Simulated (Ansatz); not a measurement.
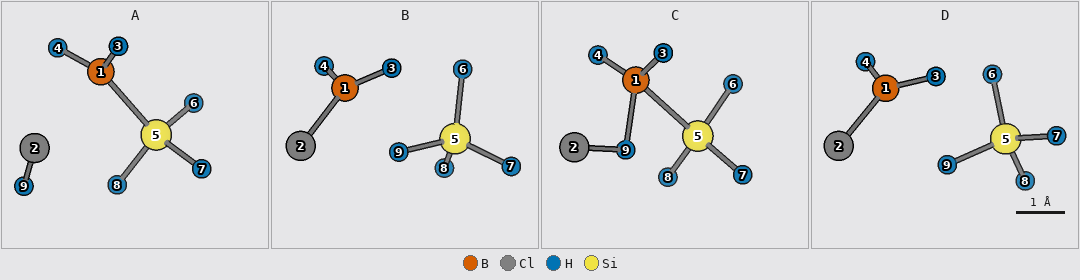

4 geometries from a converged minimum-energy path of BSiH6Cl, made up at the start of BH₂Cl and SiH₄, shuffled. The picture is a ball-and-stick view, seen from a free direction.

These are results of RKS B3LYP-D4/def2-SVP in Ansatz 0.2.0, not measurements. Set-up: 7 movable images; climbing image; force threshold 0.05 eV/Å; iteration limit 60; starting path through a guess of the saddle point.

> Which of them lies highest in energy?

C. In order along the path, whose images run from 0 to 8: D (image 0, 0.0 kcal/mol), B (image 2, +0.6 kcal/mol), C (image 5, +34.7 kcal/mol), A (image 8, +25.1 kcal/mol). Breaking: B1–Cl2 (1.75 → 2.26 at the top → 2.48 Å), Si5–H9 (1.49 → 2.05 at the top → 3.24 Å). Forming: B1–Si5 (3.56 → 2.09 at the top → 2.02 Å), Cl2–H9 (3.34 → 1.44 at the top → 1.30 Å).

Limits of the set-up: the start holds two separate molecules, 2.6 Å apart at their closest, whose relative position is a soft coordinate.

Cost: 9.3 min on 1 thread of Arm Neoverse V2 (shared host), peak memory 0.15 GiB.
